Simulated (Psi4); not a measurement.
Energy and gradient calculation, with input and output: C$_{2}$H$_{3}$N (charge +1)

System: C$_{2}$H$_{3}$N (isocyanomethane), charge +1, multiplicity 2.
Method: HF/3-21G, UHF (Psi4 1.11).

The geometry is that of the parent species in another charge or spin state. The geometry comes from this level: PBE0-D4/def2-TZVP.

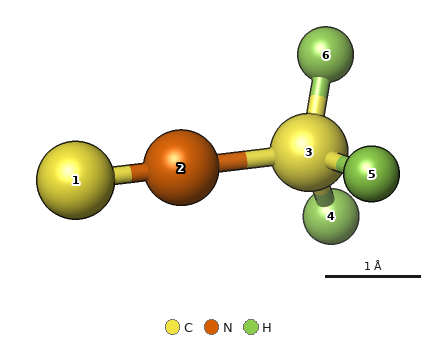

Fig. 1: The structure (ball-and-stick view, seen at a tilt; atoms are numbered from 1 in the order of the input). Bond lengths as drawn: C–H 1.09 Å and C–N 1.16 to 1.41 Å.

Results in brief:

| quantity | value |
| --- | --- |
| outcome | converged |
| total energy | −130.797374 hartree |
| basis functions | 33 |
| largest force | 2.960 eV/Å |
| ⟨S²⟩ | 1.211 |
| hardware | 1 thread of Intel Xeon @ 2.50GHz (Skylake/Cascade Lake), 189 GiB of memory available, shared host |
| wall time | 3.9 s |
| peak memory | 0.18 GiB |

Remarks:

Further notes kept with the run: spin contaminated. ⟨S²⟩ is 1.21 against 0.75 for a pure state: the solution is spin-contaminated.

Input file (job.inp):
```
memory 2200 MB

molecule {
  1 2
  C      0.799440    -1.723200     0.884040
  N      0.355210    -0.765800     0.392860
  C     -0.182520     0.393390    -0.201820
  H     -1.130780     0.156250    -0.686030
  H      0.510850     0.783150    -0.948300
  H     -0.352210     1.156210     0.559240
  symmetry c1
  no_reorient
  no_com
}

set basis 3-21G
set reference uhf
set puream true
set e_convergence 1e-09
set d_convergence 1e-08
set scf_type pk
set maxiter 100

energy_value = gradient('scf')
```

Launch command:
```bash
psi4 -i job.inp -o job.out -n 1
```

Output:
```
Psi4 1.11 release

gradient() will perform analytic gradient computation.

   => Loading Basis Set <=

    Name: 3-21G
    Role: ORBITAL
    Keyword: BASIS

         ---------------------------------------------------------
                                   SCF
                              UHF Reference
                        1 Threads,   2098 MiB Core
         ---------------------------------------------------------

  ==> Geometry <==

    Molecular point group: c1
    Full point group: C1

    Geometry (in Angstrom), charge = 1, multiplicity = 2:

       Center              X                  Y                   Z               Mass
    ------------   -----------------  -----------------  -----------------  -----------------
         C            0.799440000000    -1.723200000000     0.884040000000    12.000000000000
         N            0.355210000000    -0.765800000000     0.392860000000    14.003074004430
         C           -0.182520000000     0.393390000000    -0.201820000000    12.000000000000
         H           -1.130780000000     0.156250000000    -0.686030000000     1.007825032230
         H            0.510850000000     0.783150000000    -0.948300000000     1.007825032230
         H           -0.352210000000     1.156210000000     0.559240000000     1.007825032230

  Running in c1 symmetry.

  Rotational constants: A =      5.29872  B =      0.23631  C =      0.23631 [cm^-1]
  Rotational constants: A = 158851.69849  B =   7084.27568  C =   7084.27172 [MHz]
  Nuclear repulsion =   60.351596915026491

  Charge       = 1
  Multiplicity = 2
  Electrons    = 21
  Nalpha       = 11
  Nbeta        = 10

  ==> Algorithm <==

  SCF Algorithm Type is PK.
  DIIS enabled.
  MOM disabled.
  Fractional occupation disabled.
  Guess Type is SAD.
  Energy threshold   = 1.00e-09
  Density threshold  = 1.00e-08
  Integral threshold = 1.00e-12

  ==> Primary Basis <==

  Basis Set: 3-21G
    Blend: 3-21G
    Number of shells: 21
    Number of basis functions: 33
    Number of Cartesian functions: 33
    Spherical Harmonics?: true
    Max angular momentum: 1

  ==> Integral Setup <==

  Using in-core PK algorithm.
   Calculation information:
      Number of atoms:                   6
      Number of AO shells:              21
      Number of primitives:             36
      Number of atomic orbitals:        33
      Number of basis functions:        33

      Integral cutoff                 1.00e-12
      Number of threads:                 1

  Performing in-core PK
  Using 315282 doubles for integral storage.
  We computed 25858 shell quartets total.
  Whereas there are 26796 unique shell quartets.

  ==> DiskJK: Disk-Based J/K Matrices <==

    J tasked:                  Yes
    K tasked:                  Yes
    wK tasked:                  No
    Memory [MiB]:             1573
    Schwarz Cutoff:          1E-12

  Minimum eigenvalue in the overlap matrix is 1.5442804839E-02.
  Reciprocal condition number of the overlap matrix is 3.8512675644E-03.
    Using symmetric orthogonalization.

  ==> Pre-Iterations <==

  SCF Guess: Superposition of Atomic Densities via on-the-fly atomic UHF (no occupation information).

   -------------------------
    Irrep   Nso     Nmo
   -------------------------
     A         33      33
   -------------------------
    Total      33      33
   -------------------------

  ==> Iterations <==

                        Total Energy        Delta E     RMS |[F,P]|

   @UHF iter SAD:  -130.29324346620101   -1.30293e+02   0.00000e+00
   @UHF iter   1:  -130.71650627724526   -4.23263e-01   8.84001e-03 ADIIS/DIIS
   @UHF iter   2:  -130.76435963548241   -4.78534e-02   5.12949e-03 ADIIS/DIIS
   @UHF iter   3:  -130.77785435351092   -1.34947e-02   2.25225e-03 ADIIS/DIIS
   @UHF iter   4:  -130.78241362759985   -4.55927e-03   1.05139e-03 ADIIS/DIIS
   @UHF iter   5:  -130.78519997584141   -2.78635e-03   9.29172e-04 ADIIS/DIIS
   @UHF iter   6:  -130.78889368638613   -3.69371e-03   8.41690e-04 ADIIS/DIIS
   @UHF iter   7:  -130.79682967634164   -7.93599e-03   3.82507e-04 ADIIS/DIIS
   @UHF iter   8:  -130.79736673664405   -5.37060e-04   6.22828e-05 DIIS
   @UHF iter   9:  -130.79737162390813   -4.88726e-06   2.64991e-05 DIIS
   @UHF iter  10:  -130.79737265954338   -1.03564e-06   1.44724e-05 DIIS
   @UHF iter  11:  -130.79737115367516    1.50587e-06   2.17137e-05 DIIS
   @UHF iter  12:  -130.79737365630456   -2.50263e-06   1.74900e-06 DIIS
   @UHF iter  13:  -130.79737365632386   -1.92983e-11   1.43408e-06 DIIS
   @UHF iter  14:  -130.79737366588074   -9.55689e-09   2.80701e-07 DIIS
   @UHF iter  15:  -130.79737366634868   -4.67935e-10   3.08217e-08 DIIS
   @UHF iter  16:  -130.79737366635172   -3.04112e-12   4.73161e-09 DIIS
  Energy and wave function converged.

  ==> Post-Iterations <==

   @Spin Contamination Metric:   4.609695740E-01
   @S^2 Expected:                7.500000000E-01
   @S^2 Observed:                1.210969574E+00
   @S   Expected:                5.000000000E-01
   @S   Observed:                5.000000000E-01

    Orbital Energies [Eh]
    ---------------------

    Alpha Occupied:

       1A    -15.884112     2A    -11.650144     3A    -11.469151
       4A     -1.594065     5A     -1.313026     6A     -1.015697
       7A     -0.945351     8A     -0.886301     9A     -0.886299
      10A     -0.774416    11A     -0.774412

    Alpha Virtual:

      12A     -0.121227    13A     -0.121226    14A      0.085234
      15A      0.140470    16A      0.144027    17A      0.144032
      18A      0.261176    19A      0.566957    20A      0.588414
      21A      0.588414    22A      0.754801    23A      0.754810
      24A      0.792335    25A      1.051860    26A      1.072951
      27A      1.072956    28A      1.160535    29A      1.271373
      30A      1.271385    31A      1.664245    32A      1.992133
      33A      2.499013

    Beta Occupied:

       1A    -15.915897     2A    -11.586962     3A    -11.466067
       4A     -1.632759     5A     -1.299263     6A     -1.000172
       7A     -0.939815     8A     -0.939815     9A     -0.766107
      10A     -0.766102

    Beta Virtual:

      11A     -0.263812    12A     -0.053414    13A     -0.053414
      14A      0.084079    15A      0.126804    16A      0.139215
      17A      0.139220    18A      0.312276    19A      0.585717
      20A      0.661043    21A      0.661044    22A      0.777842
      23A      0.777848    24A      0.959511    25A      1.041099
      26A      1.058777    27A      1.058783    28A      1.184714
      29A      1.204984    30A      1.204999    31A      1.664026
      32A      1.992723    33A      2.465512

    Final Occupation by Irrep:
              A
    DOCC [    10 ]
    SOCC [     1 ]
    NA   [    11 ]
    NB   [    10 ]

  @UHF Final Energy:  -130.79737366635172

   => Energetics <=

    Nuclear Repulsion Energy =             60.3515969150264908
    One-Electron Energy =                -288.7920063807856650
    Two-Electron Energy =                  97.6430357994074427
    Total Energy =                       -130.7973736663517172

  UHF NO Occupations:
  HONO-2 :    9  A 1.8795475
  HONO-1 :   10  A 1.8795460
  HONO-0 :   11  A 1.0000000
  LUNO+0 :   12  A 0.1204540
  LUNO+1 :   13  A 0.1204525
  LUNO+2 :   14  A 0.0026681
  LUNO+3 :   15  A 0.0006454

Computation Completed

Properties will be evaluated at   0.000000,   0.000000,   0.000000 [a0]

Properties computed using the SCF density matrix

 Multipole Moments:

 ------------------------------------------------------------------------------------
     Multipole            Electronic (a.u.)      Nuclear  (a.u.)        Total (a.u.)
 ------------------------------------------------------------------------------------

 L = 1.  Multiply by 2.5417464519 to convert [e a0] to [Debye]
 Dipole X            :         -9.2376024            9.8565280            0.6189256
 Dipole Y            :         19.9137432          -21.2477971           -1.3340539
 Dipole Z            :        -10.2160123           10.9004127            0.6844004
 Magnitude           :                                                    1.6220890

 ------------------------------------------------------------------------------------

	total time  =          1 seconds =       0.02 minutes

         ------------------------------------------------------------
                                   SCF GRAD
         ------------------------------------------------------------

  ==> Geometry <==

    Molecular point group: c1
    Full point group: C1

    Geometry (in Angstrom), charge = 1, multiplicity = 2:

       Center              X                  Y                   Z               Mass
    ------------   -----------------  -----------------  -----------------  -----------------
         C            0.799440000000    -1.723200000000     0.884040000000    12.000000000000
         N            0.355210000000    -0.765800000000     0.392860000000    14.003074004430
         C           -0.182520000000     0.393390000000    -0.201820000000    12.000000000000
         H           -1.130780000000     0.156250000000    -0.686030000000     1.007825032230
         H            0.510850000000     0.783150000000    -0.948300000000     1.007825032230
         H           -0.352210000000     1.156210000000     0.559240000000     1.007825032230

  Nuclear repulsion =   60.351596915026491

  ==> Basis Set <==

  Basis Set: 3-21G
    Blend: 3-21G
    Number of shells: 21
    Number of basis functions: 33
    Number of Cartesian functions: 33
    Spherical Harmonics?: true
    Max angular momentum: 1

  ==> DirectJKGrad: Integral-Direct SCF Gradients <==

    Gradient:                    1
    J tasked:                  Yes
    K tasked:                  Yes
    wK tasked:                  No
    Integrals threads:           1
    Schwarz Cutoff:          1E-12

  -Total Gradient:
     Atom            X                  Y                   Z
    ------   -----------------  -----------------  -----------------
       1        0.008758361775    -0.018869601489     0.009681338680
       2       -0.021961810981     0.047337199297    -0.024285415613
       3        0.020169820817    -0.043503724664     0.022317357679
       4       -0.005855222872     0.002639124170    -0.004007151962
       5        0.001334164522     0.005380869647    -0.005153871715
       6       -0.002445313260     0.007016133039     0.001447742931

	total time  =          1 seconds =       0.02 minutes

    Psi4 run time: 0:00:01.45
```
